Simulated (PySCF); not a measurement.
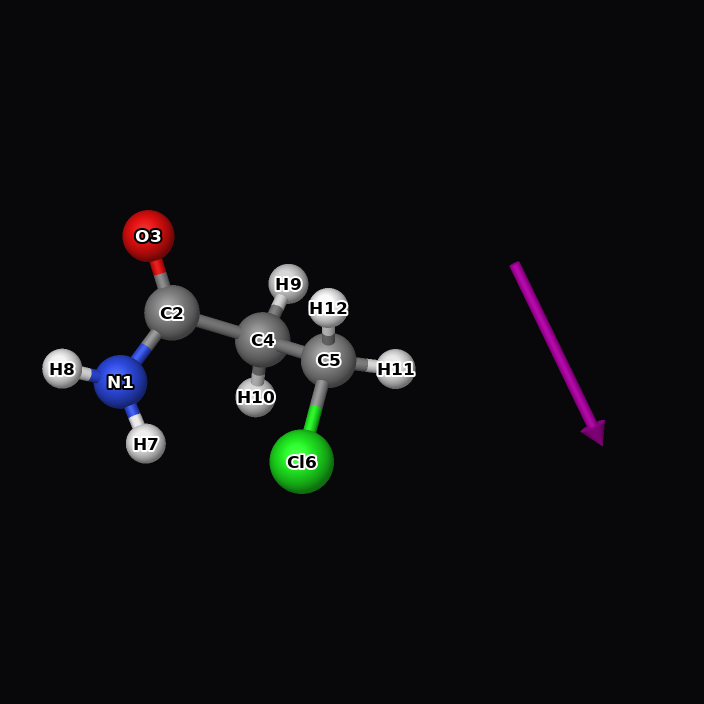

The arrow beside the molecule shows the direction of the dipole moment, from the negative to the positive end (its length means nothing). Computed geometry: GFN2-xTB optimisation. No frequency run is at hand to confirm it as a minimum. Properties computed with CAM-B3LYP/def2-SVPD, gas phase (PySCF 2.14.0).

### Estimate the dipole moment.

2.56 D; it points from the side of O3 to the side of Cl6 (the outermost atoms at the two ends).
